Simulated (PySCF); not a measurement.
C$_{3}$H$_{7}$ClOSi

```xyz
13

O     1.7939    0.2333    1.5253
Si    1.5542    0.3081   -0.0728
C    -0.2848    0.1569   -0.5142
C    -1.3312    0.6078    0.4716
C    -1.1880   -0.8372    0.1404
Cl   -0.5602   -1.9405    1.3620
H     1.4274   -0.4846    2.0414
H     2.2581   -0.7577   -0.7883
H     2.0064    1.6546   -0.3904
H    -0.5184    0.3352   -1.5573
H    -0.9921    0.9373    1.4423
H    -2.2136    1.1243    0.1214
H    -1.9561   -1.3370   -0.4350
```

Geometry: GFN2-xTB.

These are results of PBE0/def2-SVPD, SCF density, gas phase (PySCF), not measurements.

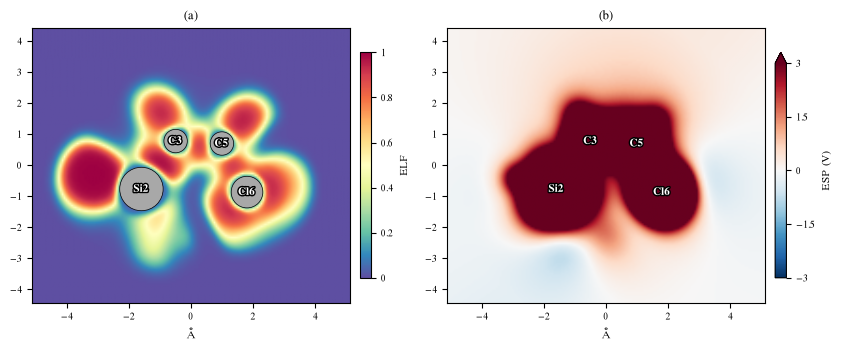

Figure 1. (a) electron localisation function; (b) electrostatic potential on the plane of atoms Si2, C3 and C5. Grey discs cover the atomic cores in the ELF map.

### Describe what can be read from this map.

Atoms in the plane: Si, C and Cl.
C–C (1.49 Å): the ELF peaks at about 0.85 between the atoms, as expected for localised, covalent bonding.
C–Cl (1.76 Å): the ELF peaks at about 0.90 between the atoms; localised, covalent bonding.
C–Si (1.90 Å): the ELF peaks at about 0.95 between the atoms, as expected for a covalent bond.
The ELF also peaks beside Cl6, away from the bonds: lone-pair regions.
Outside the dense part of the molecule the potential is most negative (−0.7 V) near O1, which lies off the plane.

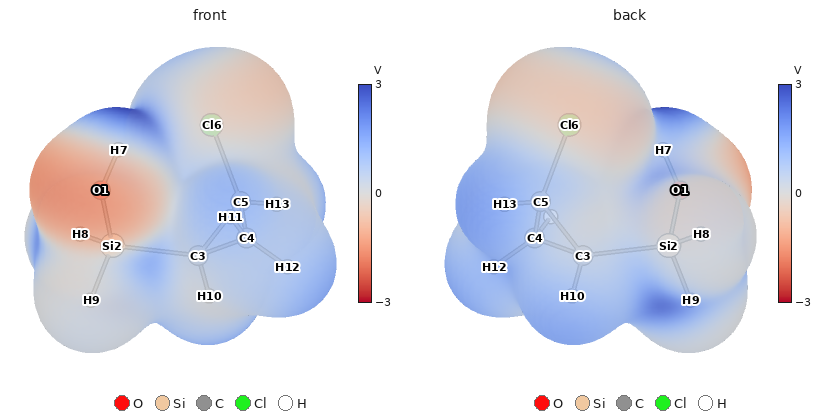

Figure 2. The electrostatic potential painted on the density surface at 0.004 e/bohr³, seen from the front and from behind; red is negative and blue positive.

### Which sites attract a positive test charge, and which a negative one?

A positive charge is drawn to the negative regions and a negative charge to the positive ones. The most negative region (about −1.6 V) lies over O1, the most positive (about +2.7 V) over H7. Cl6 shows a σ-hole: about +0.8 V at the tip opposite its bond, against about −0.1 V on its flanks. O1 is the likeliest acceptor of a hydrogen bond.
